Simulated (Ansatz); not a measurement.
# Calculations on ZrH₃OCl₂F

**1. Relaxation**

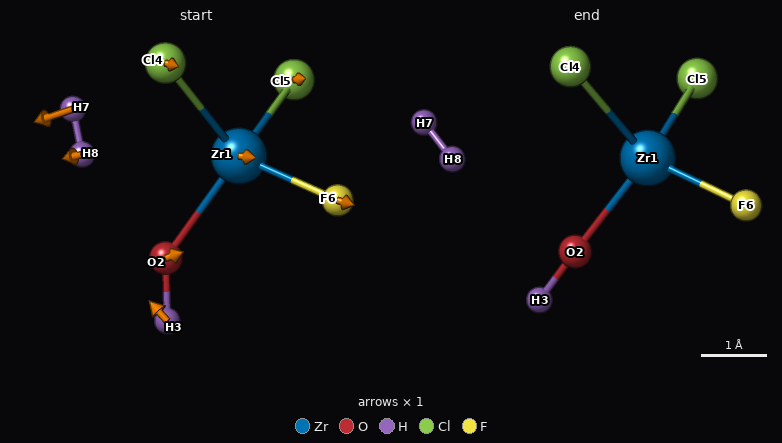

The structure of ZrH3OCl2F before (left) and after (right) a relaxation, at one scale. The orange arrows give the displacements, at their true length.

The picture is a ball-and-stick view, seen at a tilt.

The run prepares an end point of a later path (reaction) calculation, from a guessed geometry.

Level of theory: RKS BLYP-D4/def2-SVP (Ansatz 0.2.0).

Input file:
```yaml
crystal:
  periodic: [false, false, false]
  atoms:
    - { symbol: Zr, position_ang: [-0.099055, -0.096431, -0.03508] }
    - { symbol: O, position_ang: [-0.19421, -0.073737, 1.97697] }
    - { symbol: H, position_ang: [-0.654862, -0.492726, 2.724436] }
    - { symbol: Cl, position_ang: [2.123005, -0.33033, -0.831805] }
    - { symbol: Cl, position_ang: [-1.191068, 1.778375, -0.986634] }
    - { symbol: F, position_ang: [-1.062871, -1.625286, -0.636487] }
    - { symbol: H, position_ang: [1.374319, 2.222474, 1.288768] }
    - { symbol: H, position_ang: [1.028342, 1.757062, 1.717531] }
basis:
  gaussian: { orbitals: def2-SVP }
hamiltonian:
  xc: blyp
  dispersion: d4
relax:
  f_tol: 0.03
  max_steps: 50
output:
  orbitals: {}
```

Run as
```bash
ansatz run input.yaml --threads 2 --pin off --max-ram 3072MiB --backend cpu --events-out ev --progress --plain --runs-dir out
```

Q: What changed between the two?

A: The atom that moves furthest after the best rigid fit is H7 (0.75 Å). By element the largest moves are H 0.75 Å, O 0.33 Å, F 0.31 Å, Zr 0.31 Å, Cl 0.25 Å. Among the contacts that change: Zr1–H7 3.050 → 4.035 Å, Zr1–H8 2.789 → 3.480 Å, Zr1–O2 2.014 → 1.913 Å, H7–H8 0.721 → 0.766 Å. Bond angles that change, for instance: Zr1–O2–H3 141.7° → 178.6°, Cl5–Zr1–F6 106.0° → 108.7°, O2–Zr1–Cl4 112.4° → 110.0°. Over 17 accepted moves (19 points after the start) the energy falls by 0.199 eV. Largest force component: 1.6 eV/Å at the start, 0.022 eV/Å at the end. The line search rejected the trial steps at points 12, 13 of the run. The forces were under the threshold at step 8, but the run went on from there.

Limits of the set-up: the start holds two separate molecules, 2.2 Å apart at their closest, whose relative position is a soft coordinate.

**2. Relaxation**

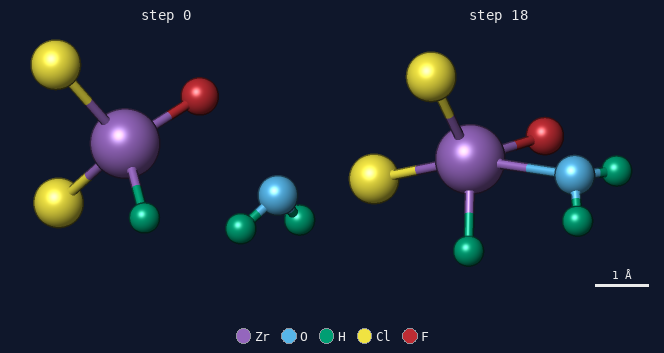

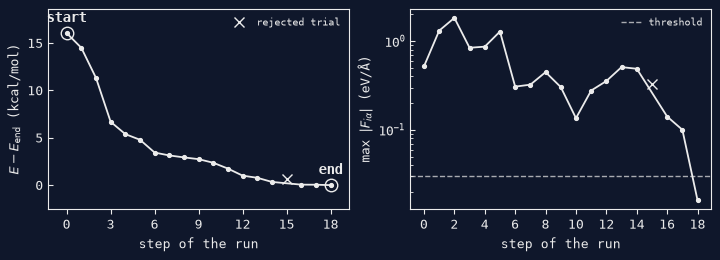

First and last geometry of a relaxation of ZrH3OCl2F, with the history of the run. A ball-and-stick model, seen from a free direction.

The run prepares an end point of a later path (reaction) calculation, from a guessed geometry.

All numbers below come from RKS BLYP-D4/def2-SVP (Ansatz 0.2.0). Set-up: no spin polarisation; force threshold 0.03 eV/Å; at most 50 steps.

Question: What do the curves and the structures tell?

Answer: It converged. An H atom moves most after the best rigid fit: 1.02 Å. Largest moves by element: H 1.02 Å, Cl 0.91 Å, F 0.89 Å, O 0.78 Å, Zr 0.40 Å. Some distances before and after: O–Zr 3.259 → 2.372 Å, H–Zr 3.641 → 2.879 Å, H–Zr 3.069 → 2.903 Å, F–Zr 1.911 → 1.933 Å. New bonds form, among them: O–Zr (3.26 → 2.37 Å). Bond angles that change, for instance: Cl–Zr–F 111.7° → 120.9°, Cl–Zr–H 99.5° → 93.3°, Cl–Zr–H 105.8° → 111.8°. After 17 accepted moves (18 points after the start) the energy has fallen by 16.1 kcal/mol. The largest force component goes from 0.52 to 0.016 eV/Å. The line search rejected the trial step at point 15 of the run. Cost: 69 s on 2 threads of Arm Neoverse V1, with other jobs on the host, peak memory 0.16 GiB.

**3. Path**

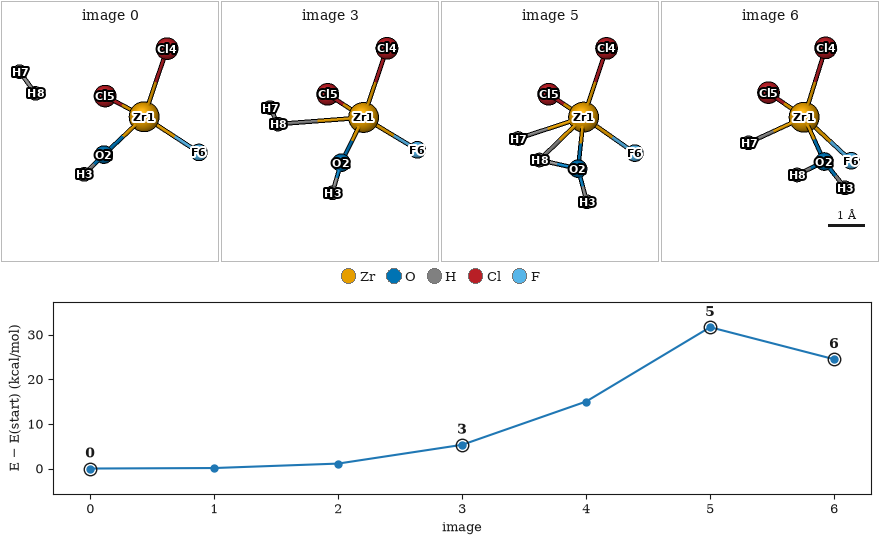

A search for the minimum-energy path of ZrH₃OCl₂F, made up at the start of ZrHOCl2F and H₂ by the nudged elastic band. Images are numbered from 0 (start) to 6 (end). The picture is a ball-and-stick view, seen at a tilt.

All numbers below come from Ansatz 0.2.0, RKS BLYP-D4/def2-SVP. Run with 5 movable images; climbing image; force threshold 0.05 eV/Å; iteration limit 60; starting path through a guess of the saddle point.

### Read off the barrier and say what moves.

Breaking: H7–H8 (0.77 → 1.09 at the top → 2.39 Å). Forming: O2–H8 (2.64 → 1.20 at the top → 0.98 Å), Zr1–H7 (4.04 → 2.03 at the top → 1.87 Å). The energy climbs by 31.7 kcal/mol to image 5 and then falls by 7.2 kcal/mol, so the end point sits at +24.5 kcal/mol. The band converged in 19 iterations, with a climbing image at the top. At the top, the vibrational analysis gives one imaginary mode (987i cm⁻¹), as a transition state must have.

Limits of the set-up: the start holds two separate molecules, 2.6 Å apart at their closest, whose relative position is a soft coordinate.

The run took 5 min on 2 threads of Arm Neoverse V1 (shared host), peak memory 0.17 GiB.
